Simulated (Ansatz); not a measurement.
# Calculations on GeH3F

## 1. Relaxation

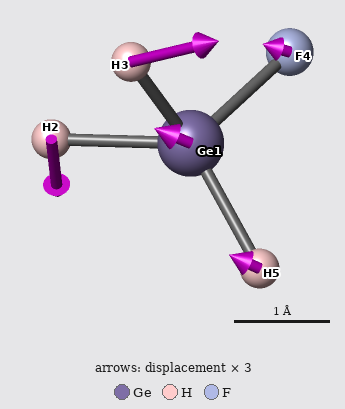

This is a relaxation of GeH₃F. The starting structure is drawn; purple arrows show the displacements, magnified 3 times. The two geometries are superimposed by the best rigid fit.

The picture is a ball-and-stick view, seen at a tilt.

The run prepares an end point of a later path (reaction) calculation, from a guessed geometry.

All numbers below come from RKS revPBE/def2-SVPD (Ansatz). Set-up: no spin polarisation; force threshold 0.03 eV/Å; at most 50 steps.

Which element moves most?

Hydrogen: up to 0.38 Å, against 0.15 Å for germanium.

What happened in the run?

The largest moves after the best rigid fit, 0.38 Å, are those of H2 and H3. Largest moves by element: H 0.38 Å, Ge 0.15 Å, F 0.11 Å. Among the contacts that change: Ge1–H2 1.530 → 1.548 Å, Ge1–F4 1.784 → 1.793 Å. Bond angles that change, for instance: H2–Ge1–H3 78.0° → 112.9°, H2–Ge1–H5 122.2° → 112.9°, H2–Ge1–F4 112.0° → 105.8°. After 5 geometry steps the energy has fallen by 65.8 kJ/mol. The largest force component goes from 1.6 to 0.0011 eV/Å. Cost: 4.2 s on 2 threads of Intel(R) Xeon(R) Platinum 8488C (Sapphire Rapids), on a shared host, peak memory 0.16 GiB.

## 2. Relaxation

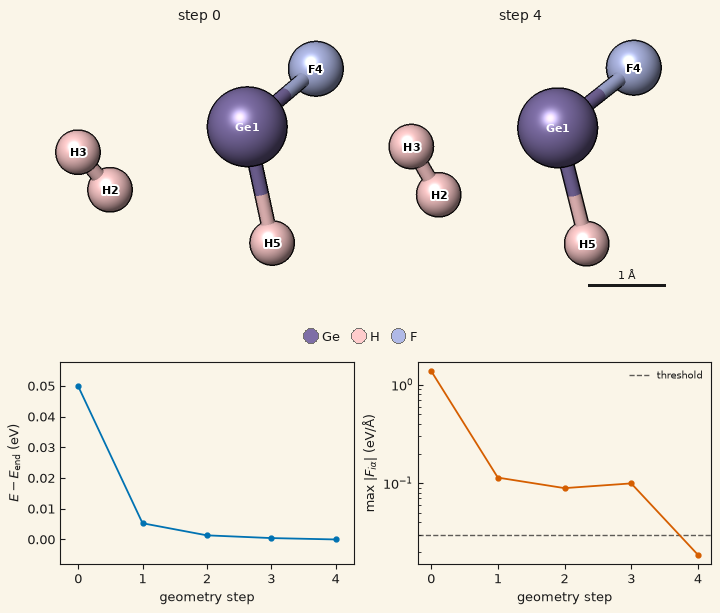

First and last geometry of a relaxation of GeH3F, with the history of the run. A ball-and-stick model, seen at a tilt.

The run prepares an end point of a later path (reaction) calculation, from a guessed geometry.

Level of theory: Ansatz 0.2.0, RKS revPBE/def2-SVPD.

The input:
```yaml
crystal:
  periodic: [false, false, false]
  atoms:
    - { symbol: Ge, position_ang: [-0.018518, -0.051313, -1.06635] }
    - { symbol: H, position_ang: [1.186316, -0.14818, 1.404092] }
    - { symbol: H, position_ang: [1.756241, 0.089951, 1.028878] }
    - { symbol: F, position_ang: [-0.950509, 1.357603, -0.398896] }
    - { symbol: H, position_ang: [-0.75893, -1.141961, -0.108224] }
basis:
  gaussian: { orbitals: def2-SVPD }
hamiltonian:
  xc: revpbe
relax:
  f_tol: 0.03
  max_steps: 50
```

Launched with:
```bash
ansatz run input.yaml --threads 2 --pin off --max-ram 3072MiB --backend cpu --events-out ev --progress --plain --runs-dir out
```

**Read the history and describe the run.**

It converged. H3 moves most after the best rigid fit: 0.19 Å. Largest moves by element: H 0.19 Å, Ge 0.16 Å, F 0.04 Å. Near-neighbour distances that change, for instance: H2–H3 0.723 → 0.775 Å. The energy falls by 0.050 eV in 4 geometry steps. The largest force component goes from 1.4 to 0.019 eV/Å.

Limits of the set-up: the start holds two separate molecules, 2.7 Å apart at their closest, whose relative position is a soft coordinate and is computed without a dispersion correction.

## 3. Path

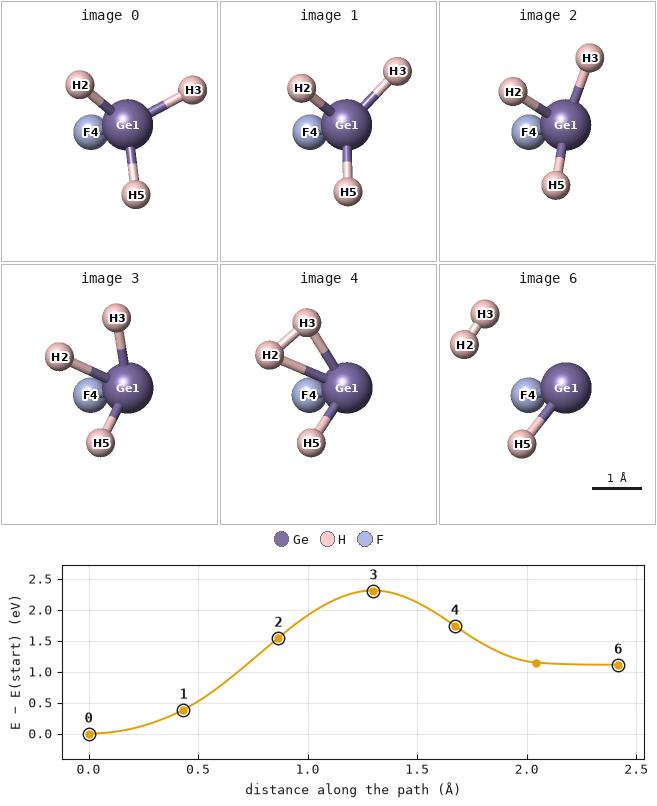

A search for the minimum-energy path of GeH3F by the nudged elastic band. Images are numbered from 0 (start) to 6 (end). A ball-and-stick model, seen from a free direction.

All numbers below come from RKS revPBE/def2-SVPD in Ansatz 0.2.0.

Input file:
```yaml
crystal:
  periodic: [false, false, false]
  atoms:
    - { symbol: Ge, position_ang: [0.292538, -0.065419, 0.206988] }
    - { symbol: H, position_ang: [0.243085, 0.017301, 1.75168] }
    - { symbol: H, position_ang: [1.732525, 0.017447, -0.354199] }
    - { symbol: F, position_ang: [-0.548419, 1.402477, -0.387701] }
    - { symbol: H, position_ang: [-0.50513, -1.265706, -0.357268] }
basis:
  gaussian: { orbitals: def2-SVPD }
hamiltonian:
  xc: revpbe
neb:
  order_check: false
  images: 5
  f_tol: 0.05
  max_iterations: 60
  final_atoms:
    - { symbol: Ge, position_ang: [0.10519283, -0.09777649, -0.94451967] }
    - { symbol: H, position_ang: [1.06081903, -0.2280172, 1.33752477] }
    - { symbol: H, position_ang: [1.62397083, 0.10281139, 0.91980079] }
    - { symbol: F, position_ang: [-0.8120564, 1.4045261, -0.48389175] }
    - { symbol: H, position_ang: [-0.76332728, -1.0754438, 0.03058585] }
  initial_path:
    images:
      - { positions_ang: [[0.292538, -0.065419, 0.206988], [0.243085, 0.017301, 1.75168], [1.732525, 0.017447, -0.354199], [-0.548419, 1.402477, -0.387701], [-0.50513, -1.265706, -0.357268]] }
      - { positions_ang: [[0.19500522, -0.04324318, 0.13797591], [0.52079343, 0.00982033, 1.62770684], [1.70819074, 0.00992387, -0.05104302], [-0.62801047, 1.39352066, -0.4439628], [-0.58137991, -1.26392168, -0.41117693]] }
      - { positions_ang: [[0.09747245, -0.02106737, 0.06896382], [0.79850185, 0.00233966, 1.50373367], [1.68385648, 0.00240074, 0.25211297], [-0.70760195, 1.38456432, -0.5002246], [-0.65762983, -1.26213735, -0.46508585]] }
      - { positions_ang: [[-6.033e-05, 0.00110845, -4.827e-05], [1.07621028, -0.00514101, 1.37976051], [1.65952221, -0.00512239, 0.55526895], [-0.78719342, 1.37560798, -0.5564864], [-0.73387974, -1.26035303, -0.51899478]] }
      - { positions_ang: [[0.03502406, -0.0318532, -0.31487207], [1.07107986, -0.07943307, 1.36568193], [1.64767175, 0.03085554, 0.67677956], [-0.79548108, 1.38524735, -0.53228819], [-0.74369559, -1.19871662, -0.33580124]] }
      - { positions_ang: [[0.07010844, -0.06481485, -0.62969587], [1.06594945, -0.15372513, 1.35160335], [1.63582129, 0.06683347, 0.79829018], [-0.80376874, 1.39488672, -0.50808997], [-0.75351144, -1.13708021, -0.15260769]] }
      - { positions_ang: [[0.10519283, -0.09777649, -0.94451967], [1.06081903, -0.2280172, 1.33752477], [1.62397083, 0.10281139, 0.91980079], [-0.8120564, 1.4045261, -0.48389175], [-0.76332728, -1.0754438, 0.03058585]] }
```

Run as
```bash
ansatz run input.yaml --threads 2 --pin off --max-ram 3072MiB --backend cpu --events-out ev --progress --plain --runs-dir out
```

> Describe the mechanism and the energy profile.

Breaking: Ge1–H2 (1.55 → 1.77 at the top → 2.48 Å), Ge1–H3 (1.55 → 1.57 at the top → 2.41 Å). Forming: H2–H3 (2.58 → 1.46 at the top → 0.78 Å). The energy climbs by 2.31 eV to image 3 and then falls by 1.20 eV, so the end point sits at +1.11 eV. The band is converged. At the top, the vibrational analysis gives one imaginary mode (1036i cm⁻¹), as a transition state must have.
